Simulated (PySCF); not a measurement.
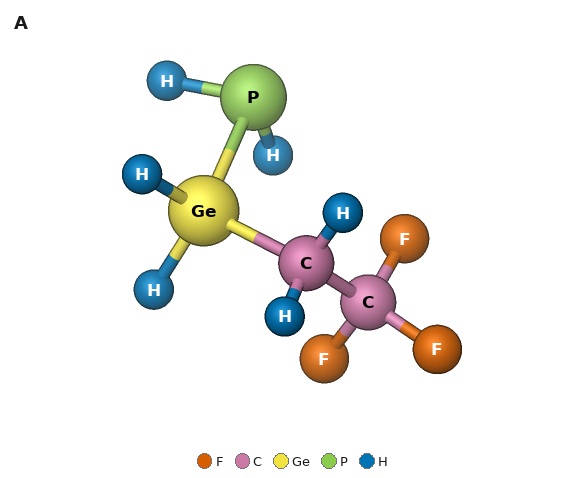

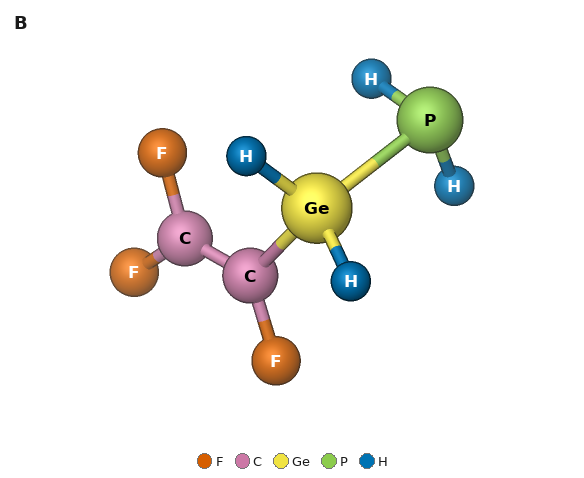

Two related species, optimised with GFN2-xTB; properties computed with PySCF 2.14.0. Both: charge 0, singlet.

Question: Identify both.

Answer: A is C2H6F3GeP, B is C2H4F3GeP.

Compare them. With CAM-B3LYP/def2-SVPD: dipole moment (D), HOMO–LUMO gap (eV), HOMO energy (Kohn–Sham orbital) (eV), lowest vertical singlet excitation (eV), mean static polarisability (bohr³). With GFN2-xTB: mean Ge–C length (Å), mean Ge–H length (Å), mean Ge–P length (Å).

```tsv
quantity	A	B
dipole moment (D)	2.08	1.30
HOMO–LUMO gap (eV)	9.72	9.21
HOMO energy (Kohn–Sham orbital) (eV)	−9.12	−8.81
lowest vertical singlet excitation (eV)	6.84	6.37
mean static polarisability (bohr³)	84.0	83.7
mean Ge–C length (Å)	1.996	1.973
mean Ge–H length (Å)	1.511	1.503
mean Ge–P length (Å)	2.297	2.298
```

Each is one conformer, and no frequency run is at hand to confirm it as a minimum.

The geometry is semi-empirical. Around Ge, P such bond lengths and angles can be off by a tenth of an ångström or more and by several degrees, and values that hang on the shape move with them.
